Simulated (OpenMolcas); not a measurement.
# Single-point calculation of C2H10OSi2 (part 3 of 3)

The same run, continued: C2H10OSi2, SMILES C[SiH2]O[SiH2]C; CASSCF/ANO-S-VDZP (OpenMolcas 26.06). The geometry comes from this level: GFN2-xTB.

Geometry of the input (Å):
```
C  -2.6821  0.1797  -0.1442
Si -1.2083  -0.6496  -1.0018
O  0.1559  0.1209  -0.5905
Si 1.4201  0.8750  0.0857
C  2.4840  -0.3959  1.0061
H  -2.5932  0.1297  0.9382
H  -2.7578  1.2294  -0.4165
H  -3.6165  -0.3003  -0.4198
H  -1.0591  -2.0415  -0.5670
H  -1.2904  -0.5304  -2.4587
H  2.1437  1.4841  -1.0317
H  0.8840  1.8802  1.0083
H  1.9266  -0.8812  1.8031
H  2.8383  -1.1747  0.3358
H  3.3546  0.0747  1.4531
```

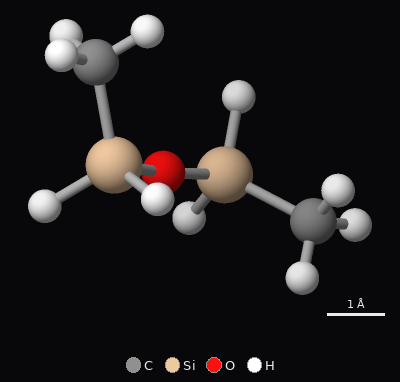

Fig. 1: The input geometry (ball-and-stick view, seen at a tilt).

What the program printed, continued:
```
               7 H7            8 H8            9 H9           10 H10          11 H11          12 H12
    7 H7       0.000000
    8 H8       1.754182        0.000000
    9 H9       3.688764        3.097361        0.000000
   10 H10      3.069342        3.101721        2.432126        0.000000
   11 H11      4.946528        6.061193        4.785839        4.229374        0.000000
   12 H12      3.964359        5.200749        4.651554        4.749646        2.430173        0.000000
   13 H13      5.596910        6.000409        3.984774        5.351178        3.698449        3.056838
   14 H14      6.136943        6.557413        4.093448        5.026950        3.069551        3.688378
   15 H15      6.495446        7.228058        5.295319        6.102817        3.102794        3.092242

              13 H13          14 H14          15 H15
   13 H13      0.000000
   14 H14      1.752214        0.000000
   15 H15      1.753720        1.753823        0.000000

                    **************************************
                    *    Valence Bond Angles / degree    *
                    **************************************
                          Atom centers                 Phi
                      6 H6       1 C1       7 H7       107.43
                      6 H6       1 C1       8 H8       107.62
                      7 H7       1 C1       8 H8       107.65
                      9 H9       2 SI2     10 H10      112.22
                     11 H11      4 SI4     12 H12      112.07
                     13 H13      5 C5      14 H14      107.42
                     13 H13      5 C5      15 H15      107.63
                     14 H14      5 C5      15 H15      107.64
--

            Nuclear Potential Energy            299.59319494 au

--- Stop Module: gateway /rc=_RC_ALL_IS_WELL_ ---

--- Start Module: seward ---

                                              &SEWARD

                       available to each process: 1.9 GB of memory, 1 thread

               SEWARD will generate:
                  Multipole Moment integrals up to order  2
                  Kinetic Energy integrals
                  Nuclear Attraction integrals (point charge)
                  One-Electron Hamiltonian integrals
                  Velocity integrals
                  Orbital angular momentum around (  0.1047   0.0982  -0.4293 )
                  Velocity quadrupole around (  0.1047   0.0982  -0.4293 )
                  RI decomposed two-electron repulsion integrals stored Cholesky style
                   - acCD auxiliary basis
                   - CD Threshold:   1.00E-04

                   Integrals are discarded if absolute value <: 1.00E-14
                   Integral cutoff threshold is set to       <: 1.00E-16

            Nuclear Potential Energy            299.59319494 au

      Basis set specifications :
      Symmetry species         a
      Basis functions          128

--- Stop Module: seward /rc=_RC_ALL_IS_WELL_ ---
--- Module seward spent 3 seconds ---

>>> COPY step2.RunFile RUNFIL2

--- Start Module: expbas ---

                                              &EXPBAS

                       available to each process: 1.9 GB of memory, 1 thread

 Header on input orbitals file:
* RASSCF average (pseudo-natural) orbitals

 Information from input runfile
           Number of symmetries    1
      Number of basis functions   43

 Information from expanded basis set runfile
           Number of symmetries    1
      Number of basis functions  128
 New orbitals have been built in file EXPORB
--- Stop Module: expbas /rc=_RC_ALL_IS_WELL_ ---

--- Start Module: rasscf ---

                                              &RASSCF

                       available to each process: 1.9 GB of memory, 1 thread

      Header of the ONEINT file:
      --------------------------

      OrdInt status: non-squared

      Cartesian coordinates in angstrom:
      -----------------------------------------------------
      No.  Label        X            Y            Z
      -----------------------------------------------------
       1   C1        -2.68208000   0.17969000  -0.14418000
       2   SI2       -1.20825000  -0.64963000  -1.00184000
       3   O3         0.15593000   0.12090000  -0.59048000
       4   SI4        1.42014000   0.87495000   0.08565000
       5   C5         2.48401000  -0.39586000   1.00608000
       6   H6        -2.59315000   0.12973000   0.93815000
       7   H7        -2.75781000   1.22940000  -0.41649000
       8   H8        -3.61648000  -0.30025000  -0.41979000
       9   H9        -1.05914000  -2.04151000  -0.56699000
      10   H10       -1.29040000  -0.53045000  -2.45867000
      11   H11        2.14369000   1.48413000  -1.03175000
      12   H12        0.88396000   1.88018000   1.00834000
      13   H13        1.92663000  -0.88124000   1.80311000
      14   H14        2.83829000  -1.17472000   0.33580000
      15   H15        3.35465000   0.07467000   1.45307000
      -----------------------------------------------------
      Nuclear repulsion energy =  299.59319494

++    Wave function specifications:
      -----------------------------

      Number of closed shell electrons          56
      Number of electrons in active shells       2
      Max number of holes in RAS1 space          0
      Max nr of electrons in RAS3 space          0
      Number of inactive orbitals               28
      Number of active orbitals                  2
      Number of secondary orbitals              98
      Spin quantum number                      0.0
      State symmetry                             1
--

++    Orbital specifications:
      -----------------------

      Symmetry species                           1
                                                 a
      Frozen orbitals                            0
      Inactive orbitals                         28
      Active orbitals                            2
      RAS1 orbitals                              0
      RAS2 orbitals                              2
      RAS3 orbitals                              0
      Secondary orbitals                        98
      Deleted orbitals                           0
      Number of basis functions                128
--

++    CI expansion specifications:
      ----------------------------

      Number of CSFs                             3
      Number of spin combinations                3
      Number of determinants                     4
      Number of root(s) required                 1
      Root chosen for geometry opt.              1
      CI root used                               1

      highest root included in the CI            1
      max. size of the explicit Hamiltonian      3
--

++    Optimization specifications:
      ----------------------------

      RASSCF algorithm: LK RI/DF
      Maximum number of macro iterations       200
      Maximum number of SX iterations          100
      Threshold for RASSCF energy            1.000E-08
      Threshold for max MO rotation          1.000E-01
      Threshold for max BLB element          1.000E-04
      Level shift parameter                  5.000E-01
      Make Quasi-Newton update
--

      The MO-coefficients are taken from the file:
      step2.ExpOrb
      Title:Basis set expanded orbital file EXPORB

      Total molecular charge    0.00

      ************************************************************************************************************************
      *                                            Wave function control section                                             *
      ************************************************************************************************************************

                                         RASSCF iterations: Energy and convergence statistics
                                         ----------------------------------------------------

          iter iter root      energy       change     param      element    value   shift minimum  type update hh:mm:ss
 Nr of preliminary CI iterations:   1
        1   1   14    1  -733.87883654    0.00E+00  -5.97E-02   27  61 1  1.91E-01*  0.00   0.00    SX    NO    0:00:00
        2   1  101    1  -734.36870194   -4.90E-01* -5.61E-02   14  31 1 -7.15E-02*  0.00   0.00    SX    NO    0:00:00
        3   1   66    1  -734.43140119   -6.27E-02*  2.98E-02   27  63 1  3.73E-02*  0.00   0.00    SX    NO    0:00:00
        4   1   23    1  -734.44263636   -1.12E-02*  2.12E-02   14  62 1  2.51E-02*  0.00   0.00    SX    NO    0:00:00
        5   1   22    1  -734.44283305   -1.97E-04* -7.71E-03   14  62 1 -2.11E-02*  0.00   0.48    SX   YES    0:00:00
        6   1   23    1  -734.44373084   -8.98E-04*  5.71E-03   14  62 1  1.35E-02*  0.00   0.71    QN   YES    0:00:00
        7   1   21    1  -734.44386334   -1.33E-04* -2.49E-03   14  62 1 -2.87E-03*  0.00   0.65    QN   YES    0:00:00
        8   1   18    1  -734.44388010   -1.68E-05*  1.09E-03   29  71 1  2.50E-04*  0.00   1.07    QN   YES    0:00:00
        9   1   17    1  -734.44388081   -7.17E-07* -2.47E-03   14  62 1 -4.15E-04*  0.00   1.35    QN   YES    0:00:00
       10   1   18    1  -734.44388123   -4.21E-07*  8.30E-04   29  71 1 -2.93E-04*  0.00   0.67    QN   YES    0:00:00
       11   1   17    1  -734.44388180   -5.66E-07* -2.40E-03   14  62 1 -3.13E-04*  0.00   1.80    QN   YES    0:00:00
       12   1   16    1  -734.44388262   -8.18E-07* -3.54E-03   27  63 1  1.03E-04*  0.00   2.50    LS   YES    0:00:00
       13   1   18    1  -734.44388302   -4.05E-07* -4.50E-03   29  71 1  2.91E-04*  0.00   0.92    QN   YES    0:00:00
       14   1   18    1  -734.44388442   -1.40E-06* -2.24E-01*  14  31 1 -3.50E-04*  0.00   2.50    QN   YES    0:00:00
       15   1   23    1  -734.44397792   -9.35E-05* -5.65E-02   14  62 1  9.16E-03*  0.00   0.94    QN   YES    0:00:00
       16   1   23    1  -734.44395276    2.52E-05* -5.94E-03   14  62 1  4.96E-03*  0.00   0.05    SX   YES    0:00:00
       17   1   22    1  -734.44408115   -1.28E-04*  1.11E-01*  29  71 1 -9.25E-04*  0.00   1.12    QN   YES    0:00:00
       18   1   22    1  -734.44436040   -2.79E-04*  9.64E-02   29  71 1 -1.50E-03*  0.00   2.50    LS   YES    0:00:00
       19   1   23    1  -734.44465204   -2.92E-04*  8.84E-02   14  62 1 -2.57E-03*  0.00   2.50    LS   YES    0:00:00
       20   1   23    1  -734.44492739   -2.75E-04*  2.17E-01*  14  62 1 -3.61E-03*  0.00   2.50    QN   YES    0:00:00
       21   1   22    1  -734.44550549   -5.78E-04*  1.33E-01*  14  62 1 -5.81E-03*  0.00   1.49    QN   YES    0:00:00
       22   1   22    1  -734.44575715   -2.52E-04*  1.08E-01*  14  62 1 -4.88E-03*  0.00   1.78    QN   YES    0:00:00
       23   1   21    1  -734.44599961   -2.42E-04*  1.05E-01*  14  62 1 -4.26E-03*  0.00   1.98    QN   YES    0:00:00
       24   1   21    1  -734.44625903   -2.59E-04*  5.24E-02   14  31 1  2.58E-03*  0.00   1.74    QN   YES    0:00:00
       25   1   21    1  -734.44651243   -2.53E-04*  6.21E-02   27  63 1  1.69E-03*  0.00   1.75    QN   YES    0:00:00
       26   1   21    1  -734.44678523   -2.73E-04*  4.60E-02   27  63 1  4.01E-03*  0.00   1.52    QN   YES    0:00:00
       27   1   21    1  -734.44694607   -1.61E-04* -2.36E-02   27  63 1  4.01E-03*  0.00   1.23    QN   YES    0:00:00
       28   1   20    1  -734.44703626   -9.02E-05*  5.62E-02   27  63 1  2.19E-03*  0.00   1.17    QN   YES    0:00:00
       29   1   19    1  -734.44710109   -6.48E-05*  1.21E-02   27  30 1  8.22E-04*  0.00   1.24    QN   YES    0:00:00
       30   1   18    1  -734.44711754   -1.64E-05*  9.61E-03   14  62 1 -7.23E-04*  0.00   1.32    QN   YES    0:00:00
       31   1   16    1  -734.44712152   -3.98E-06* -4.08E-03   27  63 1 -2.40E-04*  0.00   1.31    QN   YES    0:00:00
       32   1   15    1  -734.44712232   -7.97E-07* -2.19E-03   29  54 1  8.86E-05   0.00   1.33    QN   YES    0:00:00
       33   1   14    1  -734.44712253   -2.11E-07* -1.37E-03   27  30 1  8.23E-05   0.00   1.47    QN   YES    0:00:00
       34   1   13    1  -734.44712263   -1.07E-07* -1.05E-03   27  30 1  5.68E-05   0.00   1.54    QN   YES    0:00:00
       35   1   13    1  -734.44712269   -6.08E-08* -6.51E-04   29  61 1  2.49E-05   0.00   1.54    QN   YES    0:00:00
       36   1   12    1  -734.44712273   -3.22E-08* -5.93E-04   27  30 1 -1.94E-05   0.00   1.61    QN   YES    0:00:00
       37   1   13    1  -734.44712275   -2.50E-08* -1.16E-03   27  30 1 -3.27E-05   0.00   2.19    QN   YES    0:00:00
       38   1   13    1  -734.44712280   -4.34E-08* -2.77E-03   27  30 1 -4.13E-05   0.00   2.36    QN   YES    0:00:00
       39   1   14    1  -734.44712289   -9.43E-08* -6.86E-03   29  61 1 -5.67E-05   0.00   2.50    QN   YES    0:00:00
       40   1   15    1  -734.44712311   -2.19E-07* -1.43E-02   29  34 1  9.28E-05   0.00   2.33    QN   YES    0:00:00
       41   1   15    1  -734.44712354   -4.28E-07*  2.14E-02   29  53 1  1.40E-04*  0.00   1.99    QN   YES    0:00:00
       42   1   16    1  -734.44712415   -6.09E-07*  1.88E-02   29  53 1  1.59E-04*  0.00   1.63    QN   YES    0:00:00
       43   1   15    1  -734.44712477   -6.22E-07*  8.37E-03   29  53 1  1.16E-04*  0.00   1.74    QN   YES    0:00:00
       44   1   13    1  -734.44712515   -3.83E-07*  1.75E-03   29  53 1  2.86E-05   0.00   1.23    QN   YES    0:00:00
       45   1   10    1  -734.44712517   -1.94E-08* -1.24E-04   27  30 1  9.41E-06   0.00   1.11    QN   YES    0:00:00
       46   1    8    1  -734.44712517   -8.57E-10  -9.23E-05   14  62 1 -2.45E-06   0.00   1.34    QN   YES    0:00:00
      Convergence after 46 iterations
       47   1    8    1  -734.44712517   -1.37E-10  -9.23E-05   14  62 1 -8.77E-07   0.00   1.34    QN   YES    0:00:00

      ************************************************************************************************************************
                                                      Wave function printout:
                       occupation of active orbitals, and spin coupling of open shells (u,d: Spin up or down)
      ************************************************************************************************************************

      Note: transformation to natural orbitals
      has been made, which may change the order of the CSFs.

      printout of CI-coefficients larger than  0.05 for root  1
      energy=    -734.447125
      conf/sym  11     Coeff  Weight
             1  20   0.99653 0.99307
             3  02  -0.08327 0.00693

      Natural orbitals and occupation numbers for root  1
      sym 1:   1.986132   0.013868

      ************************************************************************************************************************
      *                                                    Final results                                                     *
      ************************************************************************************************************************

++    Final optimization conditions:
      ------------------------------

      Average CI energy                            -734.44712517
      RASSCF energy for state  1                   -734.44712517
      Super-CI energy                                -0.00000000
      RASSCF energy change                           -0.00000000
      Max change in MO coefficients               1.316E-04
      Max non-diagonal density matrix element    -9.234E-05
      Maximum BLB matrix element                 -8.773E-07
      (orbital pair  14,  62 in symmetry   1)
      Norm of electronic gradient            4.220E-06
--

      Final state energy(ies):
      ------------------------

::    RASSCF root number  1 Total energy:   -734.44712517
      Von Neumann Entropy (Root   1) =  0.05970

      Mulliken population analysis for root number:  1
      -----------------------------------------------

++    Molecular charges:
      ------------------

      Mulliken charges per centre
      ---------------------------

                C1      SI2     O3      SI4     C5      H6      H7      H8      H9      H10     H11     H12
      Total    6.2190 13.4659  8.7628 13.4681  6.2149  0.9216  0.9228  0.9129  1.0910  1.0846  1.0846  1.0922

      N-E     -0.2190  0.5341 -0.7628  0.5319 -0.2149  0.0784  0.0772  0.0871 -0.0910 -0.0846 -0.0846 -0.0922

                H13     H14     H15
      Total    0.9210  0.9224  0.9161

      N-E      0.0790  0.0776  0.0839

      Total electronic charge=   58.000000

      Total            charge=   -0.000000
--

      Expectation values of various properties for root number:  1
      -----------------------------------------------------------

++    Molecular properties:
      ---------------------

      Charge (e):
                      =   -0.0000
      Dipole Moment (debye):
      Origin of the operator (angstrom)=    0.0554    0.0520   -0.2272
                   X= -2.0648E-01               Y= -1.1882E-01               Z=  7.0479E-01           Total=  7.4397E-01
      Quadrupole Moment (debye*angstrom):
      Origin of the operator (angstrom)=    0.0554    0.0520   -0.2272
                  XX= -4.5850E+01              XY=  1.8757E-01              XZ=  1.0662E+00              YY= -4.9730E+01
                  YZ=  2.5329E-02              ZZ= -4.9529E+01
      In traceless form (debye*angstrom)
                  XX=  3.7792E+00              XY=  2.8135E-01              XZ=  1.5994E+00              YY= -2.0402E+00
                  YZ=  3.7993E-02              ZZ= -1.7390E+00
--

      LoProp population analysis for root number:  1
      -----------------------------------------------

++    LoProp analysis:
      ----------------

++    Static properties:
      ------------------

      LoProp Charges per center

                   C1       SI2      O3       SI4      C5       H6       H7       H8       H9       H10
      Nuclear      6.0000  14.0000   8.0000  14.0000   6.0000   1.0000   1.0000   1.0000   1.0000   1.0000
      Electronic  -6.6765 -12.8892  -8.9370 -12.8886  -6.6754  -0.8704  -0.8691  -0.8694  -1.1807  -1.1763

      Total       -0.6765   1.1108  -0.9370   1.1114  -0.6754   0.1296   0.1309   0.1306  -0.1807  -0.1763

                   H11      H12      H13      H14      H15
      Nuclear      1.0000   1.0000   1.0000   1.0000   1.0000
      Electronic  -1.1763  -1.1820  -0.8703  -0.8687  -0.8701

      Total       -0.1763  -0.1820   0.1297   0.1313   0.1299
--

      Natural Bond Order analysis for root number:  1

++    Natural Bond Order analysis
      ---------------------------
      Based on LoProp computed density
      -------------------------------------------------------------------------------------
      Atom A       Atom B       Bond Order | Atom A       Atom B       Bond Order
        C1           SI2            0.780  |   SI4          C5             0.778
      -------------------------------------------------------------------------------------
      NBO located      3.117 electrons involved in    2 bonds.
      NBO located      0.982 non-bonded electrons on atom C1
      NBO located      0.973 non-bonded electrons on atom SI2
      NBO located      0.997 non-bonded electrons on atom SI2
      NBO located      0.999 non-bonded electrons on atom SI2
      NBO located      1.000 non-bonded electrons on atom SI2
      NBO located      1.000 non-bonded electrons on atom SI2
      NBO located      1.001 non-bonded electrons on atom O3
      NBO located      0.943 non-bonded electrons on atom O3
      NBO located      0.973 non-bonded electrons on atom SI4
      NBO located      0.997 non-bonded electrons on atom SI4
      NBO located      0.999 non-bonded electrons on atom SI4
      NBO located      1.000 non-bonded electrons on atom SI4
      NBO located      1.000 non-bonded electrons on atom SI4
      NBO located      0.982 non-bonded electrons on atom C5
      The remaining   17.332 electrons are to be considered as diffuse
--

--

      Average orbitals are written to the RASORB file
      Natural orbitals for root   1 are written to the RASORB.1 file
      Spin density orbitals for root   1 are written to the SPDORB.1 file

--- Stop Module: rasscf /rc=_RC_ALL_IS_WELL_ ---
--- Module rasscf spent 32 seconds ---

.##################.
.# Happy landing! #.
.##################.

    Timing: Wall=39.83 User=38.03 System=1.77
```

Key numbers:

```csv
quantity,value
outcome,converged
total energy,−734.447125 hartree
CASSCF energy,−734.447125 hartree
basis functions,128
hardware,"1 thread of Arm Neoverse V1, 24 GiB of memory available, shared host"
wall time,40 s
peak memory,0.38 GiB
```

Remarks:

The record of the run, not the program, notes: an active orbital turned away from the chosen space.
